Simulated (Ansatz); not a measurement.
# C2H7FSSn: how energies converge with the basis set

Aim: see how fast density functionals converge with the basis set for C2H7FSSn.

Method: one geometry, several basis sets; program: Ansatz 0.2.0, Gaussian basis.

Plan: PBE0-D4/def2-SVP; ωB97M-V/def2-SVP; PBE0-D4/def2-QZVPP; ωB97M-V/def2-QZVPP; the functionals' def2-TZVPP values are taken from earlier runs.

1 further run of the same task is left out (for a known fault of the program).

**1. The geometry**

All runs share one geometry, relaxed beforehand with PBE0-D4 in a triple-zeta def2 set. Sn takes the def2 core potential; no spin-orbit term is included.

SMILES `C[S][SnH]([CH3])[F]`, 12 atoms, charge 0, spin multiplicity 1.

Atoms are counted from 1 here; the program's logs count them from 0.

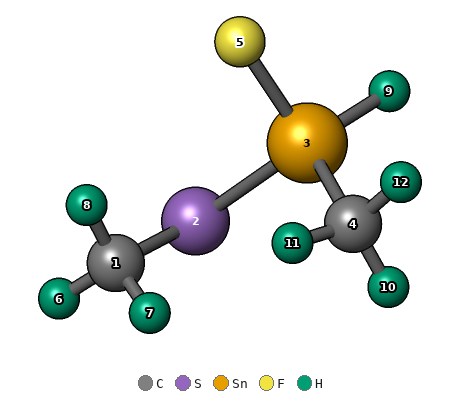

The structure; carbon grey, sulfur purple, tin amber, fluorine yellow, hydrogen teal; atoms are numbered from 1 in the order of the file.

Coordinates:

```mol
C2H7FSSn
  3D, bonds by distance, orders not assigned

 12 11  0  0  0  0  0  0  0  0999 V2000
   -2.0033    0.7000    0.0291 C   0  0
   -1.2038    0.4506   -1.5863 S   0  0
    1.0492    0.1703   -0.8793 Sn  0  0
    1.2697   -1.1992    0.7302 C   0  0
    1.5552    1.8514   -0.0675 F   0  0
   -3.0586    0.8786   -0.1763 H   0  0
   -1.9177   -0.1837    0.6611 H   0  0
   -1.5936    1.5702    0.5400 H   0  0
    2.0523   -0.0099   -2.2437 H   0  0
    0.9434   -2.1932    0.4250 H   0  0
    0.6673   -0.8583    1.5715 H   0  0
    2.3169   -1.2320    1.0300 H   0  0
  1  2  8  0
  2  3  8  0
  3  4  8  0
  3  5  8  0
  1  6  8  0
  1  7  8  0
  1  8  8  0
  3  9  8  0
  4 10  8  0
  4 11  8  0
  4 12  8  0
M  END
```

**2. PBE0-D4 in def2-SVP**

Input file in.yaml:

```yaml
crystal:
  periodic: [false, false, false]
  atoms:
    - {symbol: C, position_ang: [-2.003343, 0.699995, 0.029140]}
    - {symbol: S, position_ang: [-1.203821, 0.450650, -1.586319]}
    - {symbol: Sn, position_ang: [1.049200, 0.170256, -0.879332]}
    - {symbol: C, position_ang: [1.269710, -1.199172, 0.730152]}
    - {symbol: F, position_ang: [1.555164, 1.851366, -0.067478]}
    - {symbol: H, position_ang: [-3.058624, 0.878608, -0.176291]}
    - {symbol: H, position_ang: [-1.917740, -0.183656, 0.661091]}
    - {symbol: H, position_ang: [-1.593554, 1.570212, 0.540047]}
    - {symbol: H, position_ang: [2.052299, -0.009857, -2.243691]}
    - {symbol: H, position_ang: [0.943445, -2.193195, 0.425049]}
    - {symbol: H, position_ang: [0.667262, -0.858343, 1.571488]}
    - {symbol: H, position_ang: [2.316901, -1.231969, 1.030045]}
basis:
  gaussian: {orbitals: def2-SVP}
hamiltonian: {xc: pbe0, dispersion: d4}
output: {orbitals: {seedname: orbitals}}
```

Run with:

```bash
$ ansatz run in.yaml --threads 2 --pin off --events-out ev --progress --plain --max-ram 32768MiB --backend cpu
```

The log of the run:

```text
Functional definition: PBE0
  name "PBE0"
  cite "Adamo & Barone, J. Chem. Phys. 110, 6158 (1999) doi:10.1063/1.478522"
  cite "Perdew, Burke & Ernzerhof, Phys. Rev. Lett. 77, 3865 (1996) doi:10.1103/PhysRevLett.77.3865"
  parent pbe
  parameter a = 0.25
  parameter kappa = 0.804
  parameter beta = 0.06672455060314922
  exchange = (1 - a)*pbe_x(kappa = kappa, mu = beta*pi^2/3) + a*exact_x
  correlation = pbe_c(beta = beta)
1283 factors; integrals over basis functions are off by at most 1.3e-3 eV
mean field evaluation 1: about -21548.4999 eV, gradient 6.1e1 eV
mean field evaluation 2: about -21540.2274 eV, gradient 8.8e1 eV
mean field evaluation 4: about -21556.7917 eV, gradient 4.1e0 eV
mean field evaluation 8: about -21557.0111 eV, gradient 2.6e-1 eV
mean field evaluation 16: about -21557.0113 eV, gradient 1.1e-4 eV
mean field -21557.01130989 eV, -792.2055537714 hartree, gradient 2.1e-5 eV, S^2 0.000000; 0 other end points of the search recorded, 0 dependent functions left out
reference -21557.01134284 eV, -792.2055549822 hartree; 33, 33 occupied and 88, 88 virtual orbitals, 1283 factors
Total energy: -21557.25208313 eV, -792.2144020248 hartree
```

It took 2.2 s on 2 threads of AMD EPYC 7R13, shared host.

**3. ωB97M-V in def2-SVP**

in.yaml: that of step 2 with these lines changed.

```diff
@@ -17,3 +17,3 @@
   gaussian: {orbitals: def2-SVP}
-hamiltonian: {xc: pbe0, dispersion: d4}
+hamiltonian: {xc: {name: wB97M-V}}
 output: {orbitals: {seedname: orbitals}}
```

Launched as before.

The log of the run:

```text
Functional definition: wB97M-V
  name "wB97M-V"
  cite "Mardirossian & Head-Gordon, J. Chem. Phys. 144, 214110 (2016) doi:10.1063/1.4952647"
  cite "Becke, J. Chem. Phys. 107, 8554 (1997) doi:10.1063/1.475007"
  cite "Vydrov & Van Voorhis, J. Chem. Phys. 133, 244103 (2010) doi:10.1063/1.3521275"
  # Of w^i u^j: cxij and so on, Table III.
  parameter omega = 0.3/bohr
  parameter cx = 0.15
  parameter cx01 = 1.007
  parameter cx10 = 0.259
  parameter css00 = 0.443
  parameter css04 = -1.437
  parameter css10 = -4.535
  parameter css20 = -3.390
  parameter css43 = 4.278
  parameter cos00 = 1.000
  parameter cos10 = 1.358
  parameter cos20 = 2.924
  parameter cos21 = -8.812
  parameter cos60 = -1.390
  parameter cos61 = 9.142
  parameter b = 6.0
  parameter c = 0.01
  gx(w, u) = 1 - cx + cx01*u + cx10*w
  gss(w, u) = css00 + css04*u^4 + css10*w + css20*w^2 + css43*w^4*u^3
  gos(w, u) = cos00 + cos10*w + (cos20 + cos21*u)*w^2 + (cos60 + cos61*u)*w^6
  exchange = spin_sum(e_x_unif_sr(omega)*gx(b97_w, b97_u_x)) + cx*exact_x_sr(omega) + exact_x_lr(omega)
  correlation = spin_sum(e_c_pw_mod_same_spin*gss(b97_w, b97_u_same))
      + integral(e_c_pw_mod_opposite_spin*gos(b97_w_opposite, b97_u_opposite)) + vv10(b, c)
1283 factors; integrals over basis functions are off by at most 1.3e-3 eV
356 factors; integrals over basis functions are off by at most 6.9e-6 eV
mean field evaluation 1: about -21556.5966 eV, gradient 4.8e1 eV
mean field evaluation 2: about -21557.0406 eV, gradient 5.1e1 eV
mean field evaluation 4: about -21561.5943 eV, gradient 1.8e0 eV
mean field evaluation 8: about -21561.7105 eV, gradient 1.1e-1 eV
mean field evaluation 16: about -21561.7106 eV, gradient 6.3e-5 eV
mean field -21561.71055186 eV, -792.3782477285 hartree, gradient 2.7e-5 eV, S^2 0.000000; 0 other end points of the search recorded, 0 dependent functions left out
reference -21561.71060144 eV, -792.3782495504 hartree; 33, 33 occupied and 88, 88 virtual orbitals, 1283 factors
Total energy: -21561.71060144 eV, -792.3782495504 hartree
```

It took 8 s on 2 threads of AMD EPYC 7R13, shared host.

**4. PBE0-D4 in def2-QZVPP**

in.yaml: that of step 3 with these lines changed.

```diff
@@ -16,4 +16,4 @@
 basis:
-  gaussian: {orbitals: def2-SVP}
-hamiltonian: {xc: {name: wB97M-V}}
+  gaussian: {orbitals: "def2-QZVPP.json"}
+hamiltonian: {xc: pbe0, dispersion: d4}
 output: {orbitals: {seedname: orbitals}}
```

Run with:

```bash
$ ansatz run in.yaml --threads 2 --pin off --events-out ev --progress --plain --max-ram 32768MiB --backend cuda --devices 0, --max-vram 18GiB
```

The log of the run:

```text
Functional definition: PBE0
  name "PBE0"
  cite "Adamo & Barone, J. Chem. Phys. 110, 6158 (1999) doi:10.1063/1.478522"
  cite "Perdew, Burke & Ernzerhof, Phys. Rev. Lett. 77, 3865 (1996) doi:10.1103/PhysRevLett.77.3865"
  parent pbe
  parameter a = 0.25
  parameter kappa = 0.804
  parameter beta = 0.06672455060314922
  exchange = (1 - a)*pbe_x(kappa = kappa, mu = beta*pi^2/3) + a*exact_x
  correlation = pbe_c(beta = beta)
1812 factors; their error is unknown
mean field evaluation 1: about -21555.8274 eV, gradient 7.6e1 eV
mean field evaluation 2: about -21543.1006 eV, gradient 1.1e2 eV
mean field evaluation 4: about -21567.6409 eV, gradient 6.4e0 eV
mean field evaluation 8: about -21567.7159 eV, gradient 4.2e-1 eV
mean field evaluation 16: about -21567.7912 eV, gradient 3.8e-4 eV
mean field -21567.79117377 eV, -792.6017064620 hartree, gradient 3.0e-5 eV, S^2 0.000000; 0 other end points of the search recorded, 0 dependent functions left out
reference -21567.79121961 eV, -792.6017081466 hartree; 33, 33 occupied and 500, 500 virtual orbitals, 1812 factors
Total energy: -21568.03195990 eV, -792.6105551892 hartree
```

It took 8.5 s on 1 × H100 (card shared with other runs) with 2 threads of AMD EPYC 7R13, shared host; peak host memory 1.1 GiB.

**5. ωB97M-V in def2-QZVPP**

in.yaml: that of step 4 with these lines changed.

```diff
@@ -17,3 +17,3 @@
   gaussian: {orbitals: "def2-QZVPP.json"}
-hamiltonian: {xc: pbe0, dispersion: d4}
+hamiltonian: {xc: {name: wB97M-V}}
 output: {orbitals: {seedname: orbitals}}
```

The command is unchanged.

The log of the run:

```text
Functional definition: wB97M-V
  name "wB97M-V"
  cite "Mardirossian & Head-Gordon, J. Chem. Phys. 144, 214110 (2016) doi:10.1063/1.4952647"
  cite "Becke, J. Chem. Phys. 107, 8554 (1997) doi:10.1063/1.475007"
  cite "Vydrov & Van Voorhis, J. Chem. Phys. 133, 244103 (2010) doi:10.1063/1.3521275"
  # Of w^i u^j: cxij and so on, Table III.
  parameter omega = 0.3/bohr
  parameter cx = 0.15
  parameter cx01 = 1.007
  parameter cx10 = 0.259
  parameter css00 = 0.443
  parameter css04 = -1.437
  parameter css10 = -4.535
  parameter css20 = -3.390
  parameter css43 = 4.278
  parameter cos00 = 1.000
  parameter cos10 = 1.358
  parameter cos20 = 2.924
  parameter cos21 = -8.812
  parameter cos60 = -1.390
  parameter cos61 = 9.142
  parameter b = 6.0
  parameter c = 0.01
  gx(w, u) = 1 - cx + cx01*u + cx10*w
  gss(w, u) = css00 + css04*u^4 + css10*w + css20*w^2 + css43*w^4*u^3
  gos(w, u) = cos00 + cos10*w + (cos20 + cos21*u)*w^2 + (cos60 + cos61*u)*w^6
  exchange = spin_sum(e_x_unif_sr(omega)*gx(b97_w, b97_u_x)) + cx*exact_x_sr(omega) + exact_x_lr(omega)
  correlation = spin_sum(e_c_pw_mod_same_spin*gss(b97_w, b97_u_same))
      + integral(e_c_pw_mod_opposite_spin*gos(b97_w_opposite, b97_u_opposite)) + vv10(b, c)
1767 factors; their error is unknown
421 factors; integrals over basis functions are off by at most 6.3e-6 eV
mean field evaluation 1: about -21565.5889 eV, gradient 6.0e1 eV
mean field evaluation 2: about -21565.8938 eV, gradient 6.4e1 eV
mean field evaluation 4: about -21572.6516 eV, gradient 2.6e0 eV
mean field evaluation 8: about -21572.6724 eV, gradient 5.6e-2 eV
mean field evaluation 16: about -21572.7114 eV, gradient 1.3e-4 eV
mean field -21572.71142545 eV, -792.7825223761 hartree, gradient 2.9e-5 eV, S^2 0.000000; 0 other end points of the search recorded, 0 dependent functions left out
reference -21572.71149827 eV, -792.7825250523 hartree; 33, 33 occupied and 500, 500 virtual orbitals, 1767 factors
Total energy: -21572.71149827 eV, -792.7825250523 hartree
```

Run time: 8.5 s. Hardware: 1 × H100 (card shared with other runs) with 2 threads of AMD EPYC 7R13, shared host; peak host memory 1.2 GiB.

**6. Density functionals: the series**

The def2-TZVPP values come from earlier runs at the same geometry.

```csv
functional,basis,functions,energy (eV),from the largest (eV),HOMO (eV),LUMO (eV)
PBE0-D4,def2-SVP,121,-21557.2521,10.780,-6.92,-0.17
PBE0-D4,def2-TZVPP,283,-21567.3459,0.686,-7.04,-0.51
PBE0-D4,def2-QZVPP,533,-21568.0320,0.000,-7.06,-0.62
ωB97M-V,def2-SVP,121,-21561.7106,11.001,-9.10,1.84
ωB97M-V,def2-TZVPP,283,-21572.0458,0.666,-9.24,1.29
ωB97M-V,def2-QZVPP,533,-21572.7115,0.000,-9.27,0.98
```

**7. What came out**

| quantity | value |
| --- | --- |
| PBE0-D4: double and triple zeta above quadruple | 10.78, 0.69 eV |
| ωB97M-V: double and triple zeta above quadruple | 11.00, 0.67 eV |

In words: PBE0-D4 gains 10.09 eV from double to triple zeta, then 0.69 eV more. These are total energies; as a rule much of such shifts cancels in differences, which this series doesn't test. The LUMO of ωB97M-V is positive and keeps falling with the basis (1.84 to 0.98 eV): an unbound level that the basis holds in place.
